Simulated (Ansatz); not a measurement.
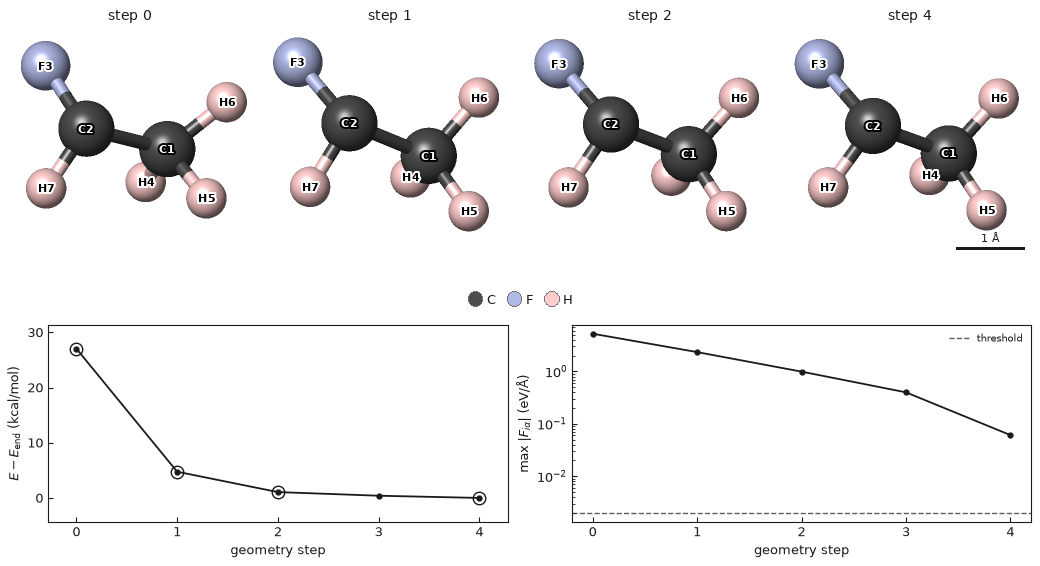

Frames of a relaxation of C₂H₄F (charge −1), marked on the history of the run. A ball-and-stick model, seen at a tilt.

These are results of RKS PBE0-D4/def2-SVP in Ansatz 0.2.0, not measurements.

Input file:
```yaml
crystal:
  periodic: [false, false, false]
  atoms:
    - {symbol: C, position_ang: [-0.529197, 0.324024, -0.001822]}
    - {symbol: C, position_ang: [1.025533, -0.072177, 0.080528]}
    - {symbol: F, position_ang: [0.958851, -0.875534, 1.120149]}
    - {symbol: H, position_ang: [-1.260121, -0.557836, -0.292769]}
    - {symbol: H, position_ang: [-0.461133, 1.092139, -0.830593]}
    - {symbol: H, position_ang: [-0.868334, 1.146688, 0.689046]}
    - {symbol: H, position_ang: [1.285651, -0.598858, -0.818160]}
basis:
  gaussian: {orbitals: def2-SVP}
total_charge: -1
hamiltonian: {xc: pbe0, dispersion: d4}
relax: {f_tol: 0.002, max_steps: 5, max_displacement: 0.2}
```

Command:
```bash
ansatz run in.yaml --threads 2 --pin off --events-out ev --progress --plain --max-ram 3481MiB
```

Describe the path.

The relaxation stopped without meeting its thresholds, so the last structure isn't shown to be converged. It used up its limit of 5 steps. H5 moves most after the best rigid fit: 0.19 Å. By element the largest moves are H 0.19 Å, C 0.14 Å, F 0.14 Å. Some distances before and after: C2–F3 1.316 → 1.474 Å, C1–C2 1.607 → 1.516 Å, C2–H7 1.074 → 1.131 Å, C1–H4 1.182 → 1.134 Å. Bond angles that change, for instance: H5–C1–H6 88.4° → 106.1°, H4–C1–H6 120.6° → 104.5°, C2–C1–H5 98.4° → 109.4°. The energy falls by 27.0 kcal/mol in 4 geometry steps. Largest force component: 5.2 eV/Å at the start, 0.061 eV/Å at the end. The run took 1.6 s on 2 threads of AMD EPYC 9R45 96-Core, on a shared host. From step 0 to 1: H5 moves most (0.20 Å), energy −22.3 kcal/mol. From step 1 to 2: H4 moves most (0.04 Å), energy −3.69 kcal/mol. From step 2 to 4: C and F atoms move most (0.04 Å), energy −1.06 kcal/mol.

Limits of the set-up: the basis has no diffuse functions, which an anion needs.
